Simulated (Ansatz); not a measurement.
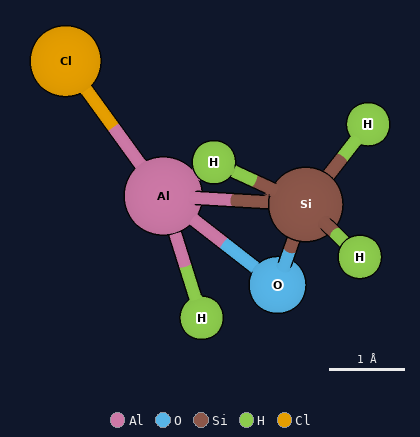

**Figure 1.** The starting structure (ball-and-stick view, seen at a tilt). Sticks mark near contacts. Bond lengths as drawn: Al–Cl 2.23 Å, Al–H 1.76 Å, Al–O 1.98 Å, Al–Si 2.52 Å, H–Si 1.46 Å and O–Si 1.68 Å.

**Geometry relaxation of AlSiH4ClO**

- system: AlSiH4ClO
- method: RKS r2SCAN/def2-SVP (Ansatz 0.2.0)

The input holds or restrains some coordinates. Forces given for the steps count only the free coordinates. It belongs to a series of runs on one base structure; here: pulled along the bonds that form and break, towards end B.

### The input
```yaml
crystal:
  periodic: [false, false, false]
  atoms:
    - { symbol: Al, position_ang: [0.0, 0.0, 0.0] }
    - { symbol: O, position_ang: [1.2704, 0.0, 1.5187] }
    - { symbol: Si, position_ang: [-0.0443, -0.4067, 2.4823] }
    - { symbol: H, position_ang: [-0.9686, -1.2403, 1.7191] }
    - { symbol: H, position_ang: [0.4198, -1.1432, 3.6544] }
    - { symbol: H, position_ang: [-0.7283, 0.8095, 2.912] }
    - { symbol: H, position_ang: [1.7458, 0.0, 0.2228] }
    - { symbol: Cl, position_ang: [-1.9312, 0.0, -1.115] }
basis:
  gaussian: { orbitals: def2-SVP }
hamiltonian:
  xc: r2scan
relax:
  f_tol: 0.15
  max_steps: 25
  restrain:
    - { distance: [1, 6], at: 1.01, k: 30.0 }
    - { distance: [0, 1], at: 2.98, k: 30.0 }
    - { distance: [0, 6], at: 2.76, k: 30.0 }
output:
  orbitals: {}
```

Hardware: 2 threads of Intel Xeon (Granite Rapids), 32 GiB of memory available, shared host.

Run as:
```bash
ansatz run input.yaml --threads 2 --pin off --max-ram 3072MiB --backend cpu --events-out ev --progress --plain --runs-dir out
```

### Log
```
The last accepted step is kept in [file] (removed where the run ends without a failure and the disk answers)
Engine: ansatz 0.2.0, x86_64-unknown-linux-gnu
Functional definition: r2SCAN
  parameter k0 = 0.174
  parameter k1 = 0.065
  parameter a1 = 4.9479
  exchange = r2scan_x(k0 = k0, k1 = k1, a1 = a1)
  correlation = r2scan_c
959 factors; their error is unknown
mean field evaluation 1: about -29089.0629 eV, gradient 5.6e1 eV
mean field evaluation 2: about -28982.6079 eV, gradient 1.9e2 eV
mean field evaluation 4: about -29094.9317 eV, gradient 1.4e1 eV
mean field evaluation 8: about -29095.5806 eV, gradient 2.7e-1 eV
mean field evaluation 16: about -29095.5163 eV, gradient 1.1e-4 eV
mean field -29095.51634397 eV, -1069.2405039916 hartree, gradient 2.1e-5 eV, S^2 0.000000; 0 other end points of the search recorded, 0 dependent functions left out
the calculation of the forces begins
reference -29095.51635524 eV, -1069.2405044057 hartree; 28, 28 occupied and 60, 60 virtual orbitals, 959 factors
relax step   1: F+E_penalty+E_count = -29095.51634397 eV  Δ(F+E_penalty+E_count) = +0.000e0 eV  max|allowed force component| = 2.052e0 eV/Å  E_restraint = 32.05884354 eV  max|allowed force component, restraints' pulls added| = 4.800e1 eV/Å  Δτ_max = 0.0000 Å  (29 SCF iters, accepted)
  distance O 1 - H 6 = 1.3803 Å
  distance Al 0 - O 1 = 1.9800 Å
  distance Al 0 - H 6 = 1.7600 Å
these checks for a lower state are left out or cut short: starts, cluster_reference, orbital_swaps, neighbouring_geometries, increment
959 factors; their error is unknown
mean field -29095.14628940 eV, -1069.2269047368 hartree, gradient 1.1e-5 eV, S^2 0.000000; 0 other end points of the search recorded, 0 dependent functions left out
[... from here on the field's lines of each further geometry are left out, up to the last ...]
relax step   2: F+E_penalty+E_count = -29095.14628940 eV  Δ(F+E_penalty+E_count) = +3.701e-1 eV  max|allowed force component| = 2.973e0 eV/Å  E_restraint = 17.69436613 eV  max|allowed force component, restraints' pulls added| = 3.305e1 eV/Å  Δτ_max = 0.1950 Å  (35 SCF iters, accepted)
relax step   3: F+E_penalty+E_count = -29094.83638116 eV  Δ(F+E_penalty+E_count) = +3.099e-1 eV  max|allowed force component| = 5.921e0 eV/Å  E_restraint = 7.09260540 eV  max|allowed force component, restraints' pulls added| = 1.683e1 eV/Å  Δτ_max = 0.1949 Å  (36 SCF iters, accepted)
relax step   4: F+E_penalty+E_count = -29095.73044528 eV  Δ(F+E_penalty+E_count) = -8.941e-1 eV  max|allowed force component| = 6.777e0 eV/Å  E_restraint = 1.08899500 eV  max|allowed force component, restraints' pulls added| = 6.777e0 eV/Å  Δτ_max = 0.1981 Å  (33 SCF iters, accepted)
relax step   5: F+E_penalty+E_count = -29096.90903316 eV  Δ(F+E_penalty+E_count) = -1.179e0 eV  max|allowed force component| = 2.761e0 eV/Å  E_restraint = 0.03449384 eV  max|allowed force component, restraints' pulls added| = 3.099e0 eV/Å  Δτ_max = 0.1979 Å  (30 SCF iters, accepted)
relax step   6: F+E_penalty+E_count = -29097.47026458 eV  Δ(F+E_penalty+E_count) = -5.612e-1 eV  max|allowed force component| = 1.227e0 eV/Å  E_restraint = 0.09799663 eV  max|allowed force component, restraints' pulls added| = 1.874e0 eV/Å  Δτ_max = 0.1829 Å  (31 SCF iters, accepted)
relax step   7: F+E_penalty+E_count = -29097.56459362 eV  Δ(F+E_penalty+E_count) = -9.433e-2 eV  max|allowed force component| = 1.070e0 eV/Å  E_restraint = 0.02227805 eV  max|allowed force component, restraints' pulls added| = 7.808e-1 eV/Å  Δτ_max = 0.1999 Å  (35 SCF iters, accepted)
relax step   8: F+E_penalty+E_count = -29097.60691377 eV  Δ(F+E_penalty+E_count) = -4.232e-2 eV  max|allowed force component| = 9.099e-1 eV/Å  E_restraint = 0.01837013 eV  max|allowed force component, restraints' pulls added| = 6.077e-1 eV/Å  Δτ_max = 0.1332 Å  (29 SCF iters, accepted)
relax step   9: F+E_penalty+E_count = -29097.68705153 eV  Δ(F+E_penalty+E_count) = -8.014e-2 eV  max|allowed force component| = 8.339e-1 eV/Å  E_restraint = 0.03183304 eV  max|allowed force component, restraints' pulls added| = 9.048e-1 eV/Å  Δτ_max = 0.1949 Å  (35 SCF iters, accepted)
relax step  10: F+E_penalty+E_count = -29097.75595402 eV  Δ(F+E_penalty+E_count) = -6.890e-2 eV  max|allowed force component| = 4.468e-1 eV/Å  E_restraint = 0.02757132 eV  max|allowed force component, restraints' pulls added| = 9.331e-1 eV/Å  Δτ_max = 0.1917 Å  (34 SCF iters, accepted)
relax step  11: F+E_penalty+E_count = -29097.82779191 eV  Δ(F+E_penalty+E_count) = -7.184e-2 eV  max|allowed force component| = 6.474e-1 eV/Å  E_restraint = 0.02329311 eV  max|allowed force component, restraints' pulls added| = 9.357e-1 eV/Å  Δτ_max = 0.1953 Å  (34 SCF iters, accepted)
relax step  12: F+E_penalty+E_count = -29097.90204816 eV  Δ(F+E_penalty+E_count) = -7.426e-2 eV  max|allowed force component| = 6.932e-1 eV/Å  E_restraint = 0.01144021 eV  max|allowed force component, restraints' pulls added| = 2.230e-1 eV/Å  Δτ_max = 0.1934 Å  (29 SCF iters, accepted)
the calculation of the forces begins
reference -29097.91316714 eV, -1069.3285856185 hartree; 28, 28 occupied and 60, 60 virtual orbitals, 959 factors
relax step  13: F+E_penalty+E_count = -29097.91315552 eV  Δ(F+E_penalty+E_count) = -1.111e-2 eV  max|allowed force component| = 7.014e-1 eV/Å  E_restraint = 0.01177957 eV  max|allowed force component, restraints' pulls added| = 1.284e-1 eV/Å  Δτ_max = 0.0884 Å  (28 SCF iters, accepted)
  distance O 1 - H 6 = 0.9848 Å
  distance Al 0 - O 1 = 2.9729 Å
  distance Al 0 - H 6 = 2.7700 Å
```

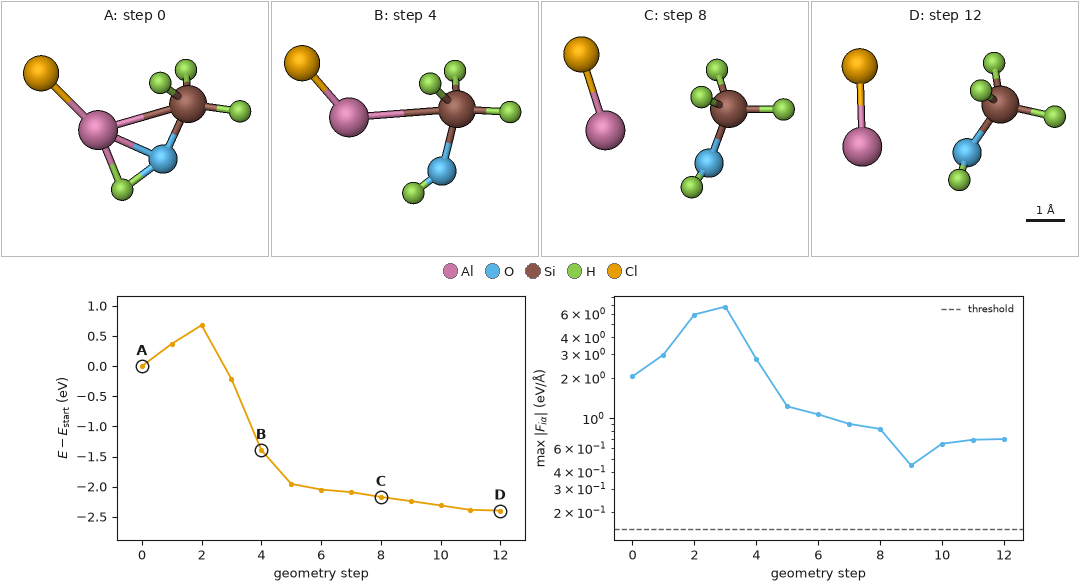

**Figure 2.** Frames of the restrained relaxation (ball-and-stick view, seen at a tilt) above the curves, on which the letters mark them (the first geometry is step 0 here and step 1 in the log).

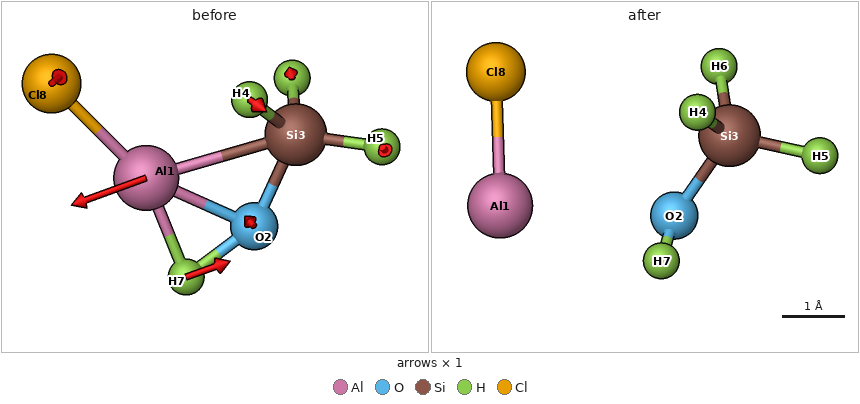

**Figure 3.** Before (left) and after (right) the restrained relaxation, at one scale (ball-and-stick view, seen at a tilt). The red arrows give the displacements, at true length. After 12 geometry steps the energy has fallen by 2.397 eV. The largest force component goes from 2.1 to 0.7 eV/Å. The atom that moves furthest after the best rigid fit is Al1 (1.33 Å). By element the largest moves are Al 1.33 Å, H 0.82 Å, Cl 0.56 Å, O 0.30 Å, Si 0.06 Å. Among the contacts that change: Al1–Si3 2.516 → 3.887 Å, Al1–H7 1.760 → 2.770 Å, Al1–O2 1.980 → 2.973 Å, O2–H7 1.380 → 0.985 Å. New bonds form: O2–H7 (1.38 → 0.98 Å). Bonds break: Al1–H7 (1.76 → 2.77 Å), Al1–O2 (1.98 → 2.97 Å), Al1–Si3 (2.52 → 3.89 Å). Among the angles that change: Si3–O2–H7 143.9° → 116.5°, O2–Si3–H6 109.5° → 106.0°, O2–Si3–H5 109.5° → 112.3°. (Atoms are counted from 1 in the order of the input.)

```
959 factors; their error is unknown
mean field -29097.91315552 eV, -1069.3285851915 hartree, gradient 1.5e-5 eV, S^2 0.000000; 1 other end points of the search recorded, 0 dependent functions left out
the calculation of the forces begins
reference -29097.91316714 eV, -1069.3285856185 hartree; 28, 28 occupied and 60, 60 virtual orbitals, 959 factors
Total energy: -29097.91316714 eV, -1069.3285856185 hartree
Atom 0 at     0.012320     0.063164    -1.323088 Å, force    -0.080546     0.056855     0.088201 eV/Å
Atom 1 at     1.078591     0.280344     1.443473 Å, force     0.301003    -0.559301    -0.701376 eV/Å
Atom 2 at     0.013041    -0.446701     2.530423 Å, force    -0.126255     0.005322     0.014596 eV/Å
Atom 3 at    -0.679933    -1.600203     1.872362 Å, force     0.024526     0.032653     0.067091 eV/Å
Atom 4 at     0.707627    -0.940866     3.760896 Å, force     0.051266     0.012849    -0.098456 eV/Å
Atom 5 at    -0.959547     0.608907     2.918035 Å, force     0.030559    -0.038245    -0.028103 eV/Å
Atom 6 at     1.627139    -0.325203     0.893717 Å, force    -0.309689     0.487358     0.649572 eV/Å
Atom 7 at    -2.035638     0.379858    -0.701519 Å, force     0.109135     0.002511     0.008477 eV/Å
Dipole moment:     0.322637    -0.242659     0.028654 e Å
```

### Trajectory as extended XYZ (Å, eV, eV/Å), 13 frames, from step=1 to step=13
```
8
Properties=species:S:1:pos:R:3:forces:R:3 step=1 energy=-29095.51634
Al    0.0000    0.0000    0.0000    1.0103  -0.0031  -1.9804
O     1.2704    0.0000    1.5187   -1.5439   0.3306   0.5012
Si   -0.0443   -0.4067    2.4823    1.6662   0.3236   2.0523
H    -0.9686   -1.2403    1.7191   -0.6366  -0.3961  -0.8431
H     0.4198   -1.1432    3.6544   -0.0759  -0.4920   0.3763
H    -0.7283    0.8095    2.9120   -0.5536   0.4035   0.1157
H     1.7458    0.0000    0.2228   -0.6450  -0.2339  -1.1067
Cl   -1.9312    0.0000   -1.1150    0.7785   0.0673   0.8846
8
Properties=species:S:1:pos:R:3:forces:R:3 step=2 energy=-29095.14629
Al   -0.1681   -0.0003   -0.0987    2.9727  -0.0282  -0.5308
O     1.3412   -0.0005    1.5507   -0.4785   0.1383  -0.9118
Si   -0.0280   -0.4027    2.4859    2.1806   0.4972   0.4700
H    -0.9703   -1.2411    1.7149   -0.4671  -0.2200  -0.5922
H     0.4193   -1.1465    3.6572    0.0024  -0.4690   0.3861
H    -0.7309    0.8114    2.9124   -0.4339   0.3194   0.0695
H     1.8434   -0.0015    0.2907   -2.1216  -0.2834   1.6323
Cl   -1.9428    0.0004   -1.1189   -1.6547   0.0457  -0.5232
8
Properties=species:S:1:pos:R:3:forces:R:3 step=3 energy=-29094.83638
Al   -0.3292   -0.0005   -0.2084    5.8140   0.1090   1.6208
O     1.4445   -0.0027    1.5712    0.7386  -0.2381  -1.8411
Si   -0.0017   -0.3961    2.4771    2.3098   0.5742  -1.0233
H    -0.9724   -1.2414    1.7118   -0.1915  -0.0791  -0.1892
H     0.4196   -1.1493    3.6590    0.1935  -0.3090   0.2695
H    -0.7327    0.8127    2.9121   -0.1690   0.2072  -0.0466
H     1.9079   -0.0040    0.4042   -2.7741  -0.2500   4.2242
Cl   -1.9723    0.0006   -1.1327   -5.9214  -0.0142  -3.0143
8
Properties=species:S:1:pos:R:3:forces:R:3 step=4 energy=-29095.73045
Al   -0.4535    0.0046   -0.3155    6.2756   0.2716   2.3317
O     1.5798   -0.0135    1.5874   -0.3307  -0.5410  -0.4910
Si    0.0431   -0.3852    2.4470    2.3424   0.5099  -1.4746
H    -0.9708   -1.2408    1.7129    0.1490   0.0271   0.0468
H     0.4253   -1.1497    3.6572    0.2706  -0.0718   0.0114
H    -0.7290    0.8128    2.9076    0.1876   0.0610  -0.2621
H     1.9631   -0.0084    0.5944   -2.1173  -0.1657   3.2713
Cl   -2.0946   -0.0005   -1.1965   -6.7772  -0.0913  -3.4335
8
Properties=species:S:1:pos:R:3:forces:R:3 step=5 energy=-29096.90903
Al   -0.4806    0.0311   -0.4085    2.4066   0.2729   0.4792
O     1.6458   -0.0332    1.6579   -1.5663  -0.5494   1.7406
Si    0.0877   -0.3804    2.4227    2.0073   0.3463  -0.7834
H    -0.9500   -1.2393    1.7152    0.3159   0.0690  -0.0799
H     0.4454   -1.1476    3.6504    0.1525   0.0170  -0.0793
H    -0.7049    0.8148    2.8834    0.3099   0.0203  -0.3454
H     1.9952   -0.0183    0.7508   -0.8648  -0.0554   0.2772
Cl   -2.2750   -0.0078   -1.2776   -2.7611  -0.1206  -1.2091
8
Properties=species:S:1:pos:R:3:forces:R:3 step=6 energy=-29097.47026
Al   -0.4464    0.1693   -0.5233    0.0249   0.1233  -0.4486
O     1.5894   -0.0458    1.7480    0.0593  -0.2989  -0.2620
Si    0.1061   -0.4090    2.4736    1.0096   0.2595  -0.4805
H    -0.8430   -1.2854    1.6758    0.2149   0.1054   0.0008
H     0.4857   -1.1472    3.7115   -0.1492   0.0720   0.0342
H    -0.6633    0.8509    2.7751    0.1287  -0.2124  -0.0311
H     1.9592   -0.0834    0.8295   -1.0118  -0.0040   1.2271
Cl   -2.4240   -0.0300   -1.2960   -0.2764  -0.0450  -0.0400
8
Properties=species:S:1:pos:R:3:forces:R:3 step=7 energy=-29097.56459
Al   -0.3883    0.2369   -0.5804   -0.2879   0.0326  -0.5588
O     1.5406    0.0691    1.7261    0.9977  -0.1751  -0.6356
Si    0.1511   -0.4033    2.4801   -0.4769  -0.1165  -0.3406
H    -0.6729   -1.3214    1.6031    0.1242  -0.0276   0.0796
H     0.4283   -1.0876    3.7600    0.0926  -0.0526   0.1870
H    -0.7376    0.7815    2.6794    0.1192   0.0278   0.1204
H     1.9039   -0.2706    0.8727   -0.6218   0.2935   1.0701
Cl   -2.4616    0.0147   -1.1468    0.0529   0.0178   0.0779
8
Properties=species:S:1:pos:R:3:forces:R:3 step=8 energy=-29097.60691
Al   -0.3318    0.2167   -0.6532   -0.2573   0.0113  -0.5123
O     1.5165    0.1149    1.7134    0.8320  -0.2305  -0.6364
Si    0.1352   -0.4088    2.4591   -0.4213  -0.0992  -0.0811
H    -0.6457   -1.3699    1.5982    0.1235  -0.0282   0.0253
H     0.4230   -1.0617    3.7577    0.0692  -0.0345   0.1281
H    -0.7736    0.7616    2.6402    0.0769   0.0173   0.1046
H     1.8942   -0.2966    0.9017   -0.4822   0.3320   0.9099
Cl   -2.4543    0.0629   -1.0228    0.0592   0.0317   0.0618
8
Properties=species:S:1:pos:R:3:forces:R:3 step=9 energy=-29097.68705
Al   -0.2479    0.1883   -0.8269   -0.3579  -0.0158  -0.3864
O     1.4456    0.1822    1.6659    0.3617  -0.4513  -0.6072
Si    0.1026   -0.4174    2.4682   -0.0203  -0.0047  -0.0130
H    -0.6004   -1.4443    1.6207    0.0490   0.0524   0.0742
H     0.4577   -1.0339    3.7793    0.0241   0.0089  -0.0274
H    -0.8147    0.7418    2.6720    0.0202  -0.0836   0.0535
H     1.8431   -0.3382    0.9287   -0.3611   0.4440   0.8339
Cl   -2.4224    0.1408   -0.9136    0.2844   0.0502   0.0725
8
Properties=species:S:1:pos:R:3:forces:R:3 step=10 energy=-29097.75595
Al   -0.1655    0.0916   -0.9571   -0.4361   0.0108  -0.2434
O     1.3766    0.2326    1.6119   -0.1336  -0.2083  -0.2076
Si    0.0751   -0.4201    2.4581    0.0243   0.0269   0.1559
H    -0.6085   -1.4833    1.6489    0.0602   0.0392   0.0071
H     0.4880   -1.0192    3.7669    0.0356   0.0502  -0.1113
H    -0.8683    0.7088    2.6913    0.0302  -0.0660   0.0316
H     1.8079   -0.3218    0.9390   -0.0272   0.1204   0.3349
Cl   -2.3418    0.2307   -0.7647    0.4468   0.0267   0.0327
8
Properties=species:S:1:pos:R:3:forces:R:3 step=11 energy=-29097.82779
Al   -0.0816    0.0602   -1.1307   -0.5420   0.0774   0.0264
O     1.2499    0.2613    1.5450    0.2052  -0.3843  -0.6474
Si    0.0366   -0.4244    2.4893    0.0229  -0.0915  -0.0314
H    -0.5957   -1.5313    1.6999   -0.0506   0.0095   0.1344
H     0.5768   -0.9872    3.7716   -0.0599   0.0921  -0.1177
H    -0.9279    0.6787    2.7368   -0.0086  -0.0885   0.1117
H     1.7287   -0.3471    0.9421   -0.1818   0.4080   0.5828
Cl   -2.2231    0.3092   -0.6597    0.6148  -0.0227  -0.0590
8
Properties=species:S:1:pos:R:3:forces:R:3 step=12 energy=-29097.90205
Al   -0.0096    0.0483   -1.2868   -0.1235   0.0672   0.0892
O     1.1227    0.2818    1.4548    0.2517  -0.6056  -0.6932
Si    0.0126   -0.4430    2.5007   -0.1395  -0.0013   0.0960
H    -0.6580   -1.6001    1.8163    0.0625   0.0996   0.1016
H     0.6484   -0.9329    3.7691    0.0628   0.0138  -0.1794
H    -0.9660    0.6195    2.8604    0.0348  -0.0692  -0.0651
H     1.6590   -0.3251    0.8939   -0.3061   0.4943   0.6710
Cl   -2.0455    0.3709   -0.6141    0.1572   0.0011  -0.0200
8
Properties=species:S:1:pos:R:3:forces:R:3 step=13 energy=-29097.91316
Al    0.0123    0.0632   -1.3231   -0.0805   0.0569   0.0882
O     1.0786    0.2803    1.4435    0.3010  -0.5593  -0.7014
Si    0.0130   -0.4467    2.5304   -0.1263   0.0053   0.0146
H    -0.6799   -1.6002    1.8724    0.0245   0.0327   0.0671
H     0.7076   -0.9409    3.7609    0.0513   0.0128  -0.0985
H    -0.9595    0.6089    2.9180    0.0306  -0.0382  -0.0281
H     1.6271   -0.3252    0.8937   -0.3097   0.4874   0.6496
Cl   -2.0356    0.3799   -0.7015    0.1091   0.0025   0.0085
```

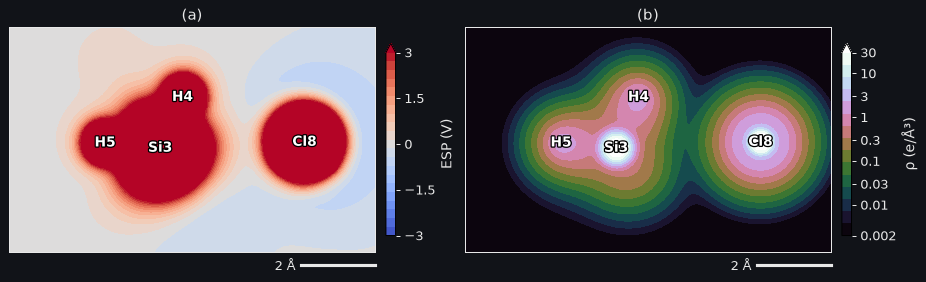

**Figure 4.** (a) molecular electrostatic potential; (b) total electron density on the plane of atoms H4, Si3 and H5. Atoms in the plane: Si, H and Cl. Si–H (1.50 Å): ρ at the midpoint is about 0.76 e/Å³.

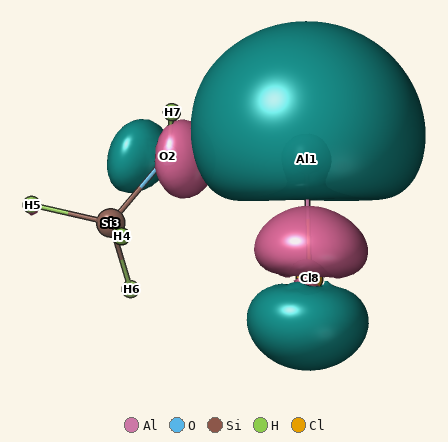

**Figure 5.** The HOMO at ±0.06 Å⁻³ᐟ² (teal and pink are the two phases), seen at an oblique angle. It lies mainly on Al1 (75 %) and Cl8 (15 %). Its energy is −5.99 eV.

### Key numbers

```json
{"quantity": "outcome", "value": "converged under the restraints of the input"}
{"quantity": "total energy", "value": "−29097.9132 eV"}
{"quantity": "mean-field energy", "value": "−29097.9132 eV"}
{"quantity": "largest force (length of the vector) at the end, held atoms and coordinates included", "value": "0.946 eV/Å"}
{"quantity": "wall time", "value": "22 s (CPU time 41 s)"}
{"quantity": "peak memory", "value": "0.18 GiB"}
```
